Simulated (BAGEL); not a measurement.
# CH2S (SMILES C=S) at CASPT2(12,10)/def2-TZVPP (density fitting with cc-pvqz-jkfit)

Aim: the energy change on altering one bond length of CH2S at CASPT2(12,10)/def2-TZVPP (density fitting with cc-pvqz-jkfit), from 2 runs. 

The calculation is run with BAGEL 1.2.2.

## 1. The system as given

CH2S: 4 atoms, total charge 0, spin state singlet. As SMILES, `C=S`. Geometry: relaxed at PBE0-D4/def2-TZVP.

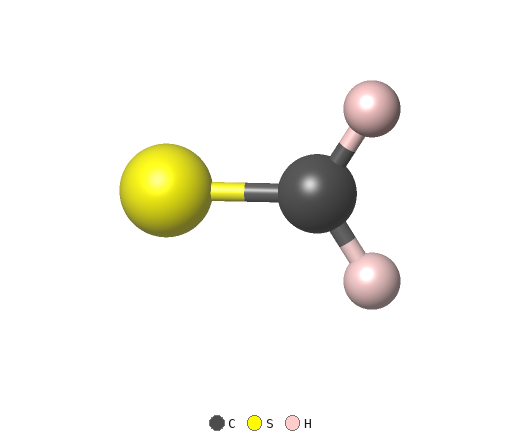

Viewed from a chosen angle; carbon dark grey, sulfur yellow, hydrogen pink.

## 2. A single-point energy at CASPT2(12,10)/def2-TZVPP (density fitting with cc-pvqz-jkfit)

caspt2.json

```json
{ "bagel": [

{
  "title": "molecule",
  "basis": "tzvpp",
  "df_basis": "cc-pvqz-jkfit",
  "angstrom": true,
  "geometry": [
    { "atom": "C", "xyz": [   -0.096100,   -0.033540,   -0.040190 ] },
    { "atom": "S", "xyz": [    1.308390,    0.456540,    0.547110 ] },
    { "atom": "H", "xyz": [   -0.972060,   -0.177290,    0.593080 ] },
    { "atom": "H", "xyz": [   -0.240220,   -0.245710,   -1.100000 ] }
  ]
},
{ "title": "hf" },
{ "title": "casscf", "nstate": 1, "nact": 10, "nclosed": 6, "maxiter": 200, "natocc": true },
{ "title": "print", "file": "orbitals.molden", "orbitals": true },
{ "title": "smith", "method": "caspt2", "ms": true, "xms": true, "sssr": true, "shift": 0.0, "ncore": 6 }

]}
```

The run is started by

```
$ BAGEL_NUM_THREADS=1 BAGEL caspt2.json > caspt2.out
```

What it wrote:

```text
* using 1 threads per process

  ===============================================================
  ===============================================================

  *** Geometry ***

  { "atom" : "C", "xyz" : [     -0.181603,     -0.063381,     -0.075948 ] },
  { "atom" : "S", "xyz" : [      2.472499,      0.862736,      1.033888 ] },
  { "atom" : "H", "xyz" : [     -1.836927,     -0.335030,      1.120759 ] },
  { "atom" : "H", "xyz" : [     -0.453950,     -0.464325,     -2.078699 ] },

  Number of auxiliary basis functions:      356

  Since a DF basis is specified, we compute 2- and 3-index integrals:
    o Being stored without compression. Storage requirement is 0.029 GB

  Number of basis functions:      101
  Number of electrons      :       24

    * METHOD: MOLECULE                             0.12

  *** RHF ***

  === Nuclear Repulsion ===
    45.0283018810

      * DIIS with orbital gradients will be used.

  === RHF iteration (tzvpp) ===
      0       -436.51297740          0.01102144           0.03
      1       -436.54488387          0.00502359           0.03
      2       -436.55169053          0.00172302           0.03
      3       -436.55272656          0.00032701           0.03
      4       -436.55277870          0.00008709           0.03
      5       -436.55278599          0.00003283           0.03
      6       -436.55278711          0.00001129           0.03
      7       -436.55278726          0.00000448           0.03
      8       -436.55278728          0.00000118           0.03
      9       -436.55278728          0.00000062           0.03
     10       -436.55278728          0.00000015           0.03
     11       -436.55278728          0.00000006           0.03
     12       -436.55278728          0.00000002           0.03
     13       -436.55278728          0.00000001           0.03
    * SCF iteration converged.

    * Permanent dipole moment:
           (    0.720768,     0.251497,     0.301395) a.u.

    * METHOD: HF                                   0.51

  ---------------------------
      CASSCF calculation
  ---------------------------

    * nstate   :      1
    * nclosed  :      6
    * nact     :     10
    * nvirt    :     85
  === CASSCF iteration (tzvpp) ===

    * Using the second-order algorithm

      0  0      -436.57955589     2.24e-03      0.65

      1  0      -436.61806752     1.84e-03      0.99

      2  0      -436.65119251     1.09e-03      1.03

      3  0      -436.65840918     3.03e-04      1.01

      4  0      -436.65867348     8.50e-05      1.02

      5  0      -436.65868063     2.23e-05      1.01

      6  0      -436.65868117     6.61e-06      0.99

      7  0      -436.65868124     2.19e-06      0.99

      8  0      -436.65868125     7.79e-07      1.01

      9  0      -436.65868125     2.88e-07      1.02

     10  0      -436.65868125     1.10e-07      0.99

     11  0      -436.65868125     4.28e-08      0.99

     12  0      -436.65868125     1.71e-08      0.97

     13  0      -436.65868125     7.02e-09      0.96

    * Second-order optimization converged. *

     guess   0:   closed 111111....           open ..........

  === FCI iteration ===

      0  0      -436.54998538     2.07e-03      0.04
      1  0      -436.64382572     8.69e-04      0.04
      2  0      -436.65685883     3.22e-04      0.04
      3  0      -436.65843975     1.15e-04      0.04
      4  0      -436.65865945     3.61e-05      0.04
      5  0      -436.65867929     1.08e-05      0.04
      6  0      -436.65868105     3.60e-06      0.04
      7  0      -436.65868123     1.25e-06      0.04
      8  0      -436.65868125     3.87e-07      0.04
      9  0      -436.65868125     1.29e-07      0.04
     10  0      -436.65868125     3.61e-08      0.04
     11  0      -436.65868125     1.05e-08      0.04
     12  0      -436.65868125     2.99e-09      0.04
     13  0      -436.65868125     8.26e-10      0.04
     14  0      -436.65868125     2.24e-10      0.04
     15  0 *    -436.65868125     6.52e-11      0.04

     * ci vector, state   0, <S^2> = 0.0000
       222222....    -0.9615204542
       22222.2...     0.1742237894
       222.22..2.     0.0621356001
       2222abab..     0.0554226569
       2222baba..     0.0554226569
       2222.2.2..     0.0550250510

    * METHOD: CASSCF                              14.41

    * METHOD: PRINT                                0.02

  === SMITH program ===

    * freezing 6 orbitals

    * Approximate memory requirement for SMITH calulation per MPI process:
      o Storage requirement for T-amplitude, lambda, and residual is 0.01 GB
      o Storage requirement for MO integrals is 0.01 GB
    * Calculating and saving rdm4f

    * Zeroth order energy : state  0       -7.3993727760

    * CASPT2 iteration is performed using redundant basis

      ---- iteration ----

        0    -0.23750802     0.00636250      0.50
        1    -0.23939265     0.00080173      0.51
        2    -0.23944045     0.00010692      0.53
        3    -0.23944099     0.00001330      0.49
        4    -0.23944101     0.00000205      0.49
        5    -0.23944101     0.00000030      0.49

      -------------------

    * CASPT2 energy : state  0     -436.8981222588
        reference weight              0.9193400506

    * METHOD: SMITH                               15.13

  ===============================================================
```

Run time: 31 s. Hardware: 1 thread of Arm Neoverse V2, shared host; peak memory 5.2 GiB.

## 3. The distorted shape at the same level

Changes to caspt2.json since step 2:

```diff
@@ -8,5 +8,5 @@
   "geometry": [
-    { "atom": "C", "xyz": [   -0.096100,   -0.033540,   -0.040190 ] },
-    { "atom": "S", "xyz": [    1.308390,    0.456540,    0.547110 ] },
-    { "atom": "H", "xyz": [   -0.972060,   -0.177290,    0.593080 ] },
+    { "atom": "C", "xyz": [   -0.074478,   -0.001708,    0.118814 ] },
+    { "atom": "S", "xyz": [    1.330012,    0.488372,    0.706114 ] },
+    { "atom": "H", "xyz": [   -0.950438,   -0.145458,    0.752084 ] },
     { "atom": "H", "xyz": [   -0.240220,   -0.245710,   -1.100000 ] }
```

The run is started by

```
$ BAGEL_NUM_THREADS=1 BAGEL caspt2.json > caspt2.out
```

What it wrote:

```text
* using 1 threads per process

  ===============================================================
  ===============================================================

  *** Geometry ***

  { "atom" : "C", "xyz" : [     -0.140743,     -0.003228,      0.224526 ] },
  { "atom" : "S", "xyz" : [      2.513358,      0.922889,      1.334362 ] },
  { "atom" : "H", "xyz" : [     -1.796068,     -0.274876,      1.421233 ] },
  { "atom" : "H", "xyz" : [     -0.453950,     -0.464325,     -2.078699 ] },

  Number of auxiliary basis functions:      356

  Since a DF basis is specified, we compute 2- and 3-index integrals:
    o Being stored without compression. Storage requirement is 0.029 GB

  Number of basis functions:      101
  Number of electrons      :       24

    * METHOD: MOLECULE                             0.11

  *** RHF ***

  === Nuclear Repulsion ===
    44.4339154606

      * DIIS with orbital gradients will be used.

  === RHF iteration (tzvpp) ===
      0       -436.50272019          0.00963212           0.03
      1       -436.53188343          0.00397377           0.03
      2       -436.53636140          0.00164550           0.03
      3       -436.53728560          0.00033810           0.03
      4       -436.53733905          0.00007805           0.03
      5       -436.53734483          0.00002322           0.03
      6       -436.53734538          0.00000639           0.03
      7       -436.53734542          0.00000261           0.03
      8       -436.53734543          0.00000103           0.03
      9       -436.53734543          0.00000056           0.03
     10       -436.53734543          0.00000015           0.03
     11       -436.53734543          0.00000007           0.03
     12       -436.53734543          0.00000002           0.03
     13       -436.53734543          0.00000001           0.03
    * SCF iteration converged.

    * Permanent dipole moment:
           (    0.693452,     0.238150,     0.266418) a.u.

    * METHOD: HF                                   0.47

  ---------------------------
      CASSCF calculation
  ---------------------------

    * nstate   :      1
    * nclosed  :      6
    * nact     :     10
    * nvirt    :     85
  === CASSCF iteration (tzvpp) ===

    * Using the second-order algorithm

      0  0      -436.56646921     2.35e-03      0.59

      1  0      -436.61054734     1.86e-03      1.03

      2  0      -436.64213556     1.09e-03      1.01

      3  0      -436.64876480     2.85e-04      1.10

      4  0      -436.64898290     7.42e-05      1.07

      5  0      -436.64898942     1.89e-05      1.14

      6  0      -436.64898991     5.57e-06      1.16

      7  0      -436.64898996     1.84e-06      1.13

      8  0      -436.64898997     6.47e-07      1.12

      9  0      -436.64898997     2.36e-07      1.12

     10  0      -436.64898997     8.78e-08      1.12

     11  0      -436.64898997     3.34e-08      1.10

     12  0      -436.64898997     1.29e-08      1.10

     13  0      -436.64898997     5.03e-09      1.05

    * Second-order optimization converged. *

     guess   0:   closed 111111....           open ..........

  === FCI iteration ===

      0  0      -436.53432799     2.07e-03      0.04
      1  0      -436.63233651     8.92e-04      0.04
      2  0      -436.64677648     3.43e-04      0.04
      3  0      -436.64867228     1.28e-04      0.04
      4  0      -436.64895422     4.44e-05      0.04
      5  0      -436.64898643     1.37e-05      0.04
      6  0      -436.64898954     4.82e-06      0.04
      7  0      -436.64898991     1.62e-06      0.04
      8  0      -436.64898996     7.36e-07      0.04
      9  0      -436.64898997     3.53e-07      0.04
     10  0      -436.64898997     1.49e-07      0.04
     11  0      -436.64898997     6.35e-08      0.04
     12  0      -436.64898997     2.99e-08      0.04
     13  0      -436.64898997     1.26e-08      0.04
     14  0      -436.64898997     5.81e-09      0.04
     15  0      -436.64898997     2.57e-09      0.04
     16  0      -436.64898997     9.80e-10      0.04
     17  0      -436.64898997     3.37e-10      0.04
     18  0      -436.64898997     1.25e-10      0.04
     19  0 *    -436.64898997     5.12e-11      0.04

     * ci vector, state   0, <S^2> = -0.0000
       222222....    -0.9580887850
       22222.2...     0.1724511048
       2222.2.2..     0.1021043496
       22.222...2     0.0594594891

    * METHOD: CASSCF                              15.75

    * METHOD: PRINT                                0.02

  === SMITH program ===

    * freezing 6 orbitals

    * Approximate memory requirement for SMITH calulation per MPI process:
      o Storage requirement for T-amplitude, lambda, and residual is 0.01 GB
      o Storage requirement for MO integrals is 0.01 GB
    * Calculating and saving rdm4f

    * Zeroth order energy : state  0       -7.2845968172

    * CASPT2 iteration is performed using redundant basis

      ---- iteration ----

        0    -0.23538006     0.00616942      0.45
        1    -0.23719264     0.00074096      0.47
        2    -0.23723499     0.00009497      0.45
        3    -0.23723543     0.00001151      0.46
        4    -0.23723545     0.00000178      0.52
        5    -0.23723545     0.00000025      0.53

      -------------------

    * CASPT2 energy : state  0     -436.8862254192
        reference weight              0.9189913736

    * METHOD: SMITH                               15.09

  ===============================================================
```

Wall time 32 s (1 thread of Arm Neoverse V2, shared host); peak memory 5.1 GiB.

## 4. Summary of results

At CASPT2(12,10)/def2-TZVPP (density fitting with cc-pvqz-jkfit), 6 core orbitals frozen:

| quantity | value |
| --- | --- |
| first shape: total energy | -436.89812 Eh |
| distorted shape: total energy | -436.88623 Eh |
| energy change with the C1–H4 bond stretched from 1.090 to 1.254 Å | 0.324 eV |

What this shows: With the C1–H4 bond stretched from 1.090 to 1.254 Å the energy rises by 0.32 eV (31.2 kJ/mol). The first shape isn't relaxed at this level, so the change isn't measured from a minimum.
